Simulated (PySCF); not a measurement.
# BSi3H9O (SMILES B[SiH2]O[SiH2][SiH3]) at 6 levels

Wanted: a comparison of 6 runs (HF/3-21G, HF/def2-SVP, B3LYP/6-31G*, PBE0/def2-SVP, TPSSh/pcseg-1, r2SCAN/6-311G**) of BSi3H9O. Input form: a Python script.

The results are computed with PySCF 2.14.0.

## (1) Starting point

BSi3H9O: 14 atoms, total charge 0, spin state singlet. As SMILES, `B[SiH2]O[SiH2][SiH3]`. The coordinates come from a GFN2-xTB relaxation. This is one conformer, not always the lowest.

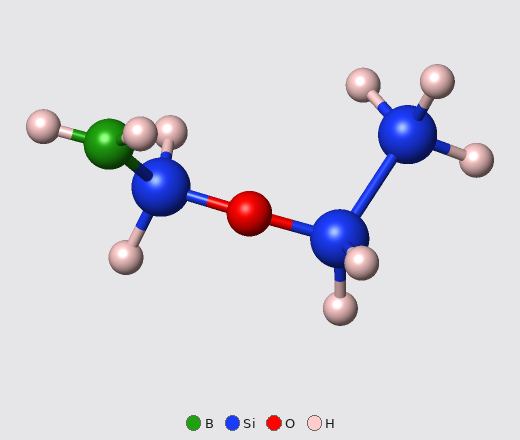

The structure, seen from a chosen angle (boron green, silicon blue, oxygen red, hydrogen pink).

## (2) Energy and forces at HF/3-21G (run 1)

input.xyz reads:

```xyz
14
BH9OSi3
B     -1.541740     2.141790     1.620790
Si    -1.570350     0.921920     0.096960
O     -0.555720    -0.328580     0.361460
Si     0.389210    -1.613670     0.066690
Si     2.182680    -0.932550    -1.203840
H     -2.275220     3.054200     1.645040
H     -0.814650     2.025070     2.529140
H     -2.863950     0.280380    -0.209900
H     -1.125930     1.508070    -1.186580
H     -0.461140    -2.628520    -0.571390
H      0.712110    -2.091370     1.417950
H      1.888050     0.148570    -2.153760
H      3.317280    -0.446560    -0.405730
H      2.719380    -2.038760    -2.006840
```

run.py reads:

```python
import pyscf.grad
from pyscf import gto, scf

mol = gto.M(
    atom='input.xyz',
    max_memory=1860,
    spin=0,
    charge=0,
    basis='3-21g',
    verbose=4,
)

mf = scf.RHF(mol)
mf.conv_tol = 1e-10
mf.kernel()
if not mf.converged:
    mf = mf.newton().run(mf.mo_coeff, mf.mo_occ)

e_final = mf.e_tot
print('E(%s) = %.9f' % ('HF', e_final))
grad = mf.Gradients().kernel()
mf.analyze()
```

Launch:

```bash
OMP_NUM_THREADS=1 python run.py
```

The program printed:

```text
PySCF version 2.14.0

[... 96 lines left out ...]
MO #5   energy= -7.57268128378612  occ= 2
[... 13 lines left out ...]
MO #19  energy= -0.808434911015099 occ= 2
[... 13 lines left out ...]
MO #33  energy= 0.0449857307716486 occ= 0
[... 13 lines left out ...]
MO #47  energy= 0.405999941217835  occ= 0
[... 13 lines left out ...]
MO #61  energy= 0.862640278444605  occ= 0
[... 13 lines left out ...]
MO #75  energy= 3.22225345893963   occ= 0
[... 92 lines left out ...]
Dipole moment(X, Y, Z, Debye): -0.29626,  0.44749,  0.21417
```

Run time: 13 s. Hardware: 1 thread of Intel Xeon at 2.50GHz (Skylake/Cascade Lake), shared host; peak memory 0.15 GiB.

## (3) Energy and forces at HF/def2-SVP (run 2)

calc.py reads:

```python
# B[SiH2]O[SiH2][SiH3]
import pyscf.grad
from pyscf import gto, scf

system = gto.M(
    atom='''
B   -1.541740   2.141790   1.620790
Si  -1.570350   0.921920   0.096960
O   -0.555720  -0.328580   0.361460
Si   0.389210  -1.613670   0.066690
Si   2.182680  -0.932550  -1.203840
H   -2.275220   3.054200   1.645040
H   -0.814650   2.025070   2.529140
H   -2.863950   0.280380  -0.209900
H   -1.125930   1.508070  -1.186580
H   -0.461140  -2.628520  -0.571390
H    0.712110  -2.091370   1.417950
H    1.888050   0.148570  -2.153760
H    3.317280  -0.446560  -0.405730
H    2.719380  -2.038760  -2.006840
''',
    charge=0,
    verbose=3,
    basis='def2-svp',
    max_memory=1860,
    spin=0,
)

calc0 = scf.RHF(system)
calc0.conv_tol = 1e-10
calc0.kernel()
if not calc0.converged:
    calc0 = calc0.newton().run(calc0.mo_coeff, calc0.mo_occ)

energy = calc0.e_tot
print('E = %.10f Eh' % energy)
grad = calc0.Gradients().kernel()
calc0.analyze()
```

Launch:

```bash
OMP_NUM_THREADS=1 python calc.py
```

The program printed:

```text
converged SCF energy = -971.257400044961
[... 26 lines left out ...]
MO #17  energy= -4.22629335160949  occ= 2
[... 21 lines left out ...]
MO #39  energy= 0.227850738658383  occ= 0
[... 21 lines left out ...]
MO #61  energy= 0.615642436017141  occ= 0
[... 21 lines left out ...]
MO #83  energy= 1.18448628155361   occ= 0
[... 21 lines left out ...]
MO #105 energy= 1.99253326713856   occ= 0
[... 21 lines left out ...]
MO #127 energy= 3.63811375111978   occ= 0
[... 15 lines left out ...]
Dipole moment(X, Y, Z, Debye): -0.31729,  0.58305,  0.44886
```

Run time: 46 s. Hardware: 1 thread of Intel Xeon at 2.50GHz (Skylake/Cascade Lake), shared host; peak memory 0.37 GiB.

## (4) Energy and forces at B3LYP/6-31G(d) (Cartesian functions) (run 3)

input.py reads:

```python
import pyscf.grad
from pyscf import gto, dft

mol = gto.M(
    atom='''
B       -1.541740       2.141790       1.620790
Si      -1.570350       0.921920       0.096960
O       -0.555720      -0.328580       0.361460
Si       0.389210      -1.613670       0.066690
Si       2.182680      -0.932550      -1.203840
H       -2.275220       3.054200       1.645040
H       -0.814650       2.025070       2.529140
H       -2.863950       0.280380      -0.209900
H       -1.125930       1.508070      -1.186580
H       -0.461140      -2.628520      -0.571390
H        0.712110      -2.091370       1.417950
H        1.888050       0.148570      -2.153760
H        3.317280      -0.446560      -0.405730
H        2.719380      -2.038760      -2.006840
''',
    basis='6-31g*',
    max_memory=1860,
    cart=True,
    spin=0,
    charge=0,
    verbose=4,
)

mf = dft.RKS(mol)
mf.xc = 'b3lyp'
mf.conv_tol = 1e-10
mf.grids.level = 5
mf.kernel()
if not mf.converged:
    mf = mf.newton().run(mf.mo_coeff, mf.mo_occ)

energy = mf.e_tot
print('E(%s) = %.9f' % ('B3LYP', energy))
grad = mf.Gradients().kernel()
dip = mf.dip_moment()
pop, q = mf.mulliken_pop()
```

Launch:

```bash
OMP_NUM_THREADS=1 python input.py
```

The program printed:

```text
PySCF version 2.14.0

[... 83 lines left out ...]
converged SCF energy = -973.987620278347
[... 13 lines left out ...]
Dipole moment(X, Y, Z, Debye): -0.33073,  0.48568,  0.33721
[... 120 lines left out ...]
charge of   13H =     -0.05474
```

Wall time 2.5 min (1 thread of Intel Xeon at 2.50GHz (Skylake/Cascade Lake), shared host); peak memory 1.1 GiB.

Runs 4 to 5 aren't shown in full; the table further down has their settings and results.

## (5) Energy and forces at r2SCAN/6-311G(d,p) (run 6)

job.py reads:

```python
from pyscf import gto, dft

molecule = gto.M(
    atom='''
B     -1.541740     2.141790     1.620790
Si    -1.570350     0.921920     0.096960
O     -0.555720    -0.328580     0.361460
Si     0.389210    -1.613670     0.066690
Si     2.182680    -0.932550    -1.203840
H     -2.275220     3.054200     1.645040
H     -0.814650     2.025070     2.529140
H     -2.863950     0.280380    -0.209900
H     -1.125930     1.508070    -1.186580
H     -0.461140    -2.628520    -0.571390
H      0.712110    -2.091370     1.417950
H      1.888050     0.148570    -2.153760
H      3.317280    -0.446560    -0.405730
H      2.719380    -2.038760    -2.006840
''',
    verbose=4,
    basis='6-311g**',
    max_memory=1860,
)

mf = dft.RKS(molecule)
mf.xc = 'r2scan'
mf.grids.level = 5
mf.conv_tol = 1e-10
mf.kernel()
if not mf.converged:
    mf = mf.newton().run(mf.mo_coeff, mf.mo_occ)

energy = mf.e_tot
print('E(%s) = %.9f' % ('R2SCAN', energy))
grad = mf.nuc_grad_method().kernel()
mf.analyze()
```

Launch:

```bash
OMP_NUM_THREADS=1 python job.py
```

The program printed:

```text
PySCF version 2.14.0

[... 127 lines left out ...]
MO #18  energy= -0.952251264465659 occ= 2
[... 29 lines left out ...]
MO #48  energy= 0.156962493206772  occ= 0
[... 29 lines left out ...]
MO #78  energy= 0.661940016763648  occ= 0
[... 29 lines left out ...]
MO #108 energy= 1.45677575921797   occ= 0
[... 29 lines left out ...]
MO #138 energy= 2.64293613227755   occ= 0
[... 29 lines left out ...]
MO #168 energy= 141.459517793068   occ= 0
[... 185 lines left out ...]
Dipole moment(X, Y, Z, Debye): -0.30169,  0.46833,  0.23197
```

Wall time 5.1 min (1 thread of Intel Xeon at 2.50GHz (Skylake/Cascade Lake), shared host); peak memory 2.2 GiB.

## (6) The series

| run | level | Cartesian functions | integration grid | energy (Eh) | dipole moment (D) | HOMO energy (eV) | LUMO energy (eV) | wall time |
| --- | --- | --- | --- | --- | --- | --- | --- | --- |
| 1 | HF/3-21G | no | – | -966.421861 | 0.58 | -10.59 | 1.22 | 13 s |
| 2 | HF/def2-SVP | no | – | -971.257400 | 0.80 | -10.89 | 1.06 | 46 s |
| 3 | B3LYP/6-31G* (Cartesian functions) | yes | 5 | -973.987620 | 0.68 | -7.49 | -2.57 | 2.5 min |
| 4 | PBE0/def2-SVP | no | 5 | -973.118715 | 0.70 | -7.85 | -2.64 | 2.9 min |
| 5 | TPSSh/pcseg-1 | no | 5 | -973.990770 | 0.59 | -7.30 | -2.99 | 4.4 min |
| 6 | r2SCAN/6-311G** | no | 5 | -973.875845 | 0.60 | -6.90 | -3.31 | 5.1 min |

## (7) Outcome

```
                       quantity          value
            run 6: total energy  -973.87584 Eh
           run 6: dipole moment         0.60 D
             run 6: HOMO energy       -6.90 eV
             run 6: LUMO energy       -3.31 eV
           run 6: HOMO–LUMO gap        3.59 eV
run 6: largest force on an atom     1.030 eV/Å
```

The dipole moment (its size) runs from 0.58 D (HF/3-21G) to 0.80 D (HF/def2-SVP). The HOMO–LUMO gap runs from 3.59 eV (r2SCAN/6-311G**) to 11.96 eV (HF/def2-SVP). The two ends differ in method and basis. Totals of different functionals can't be ranked against each other. All runs together took 16 min, the longest 5.1 min.
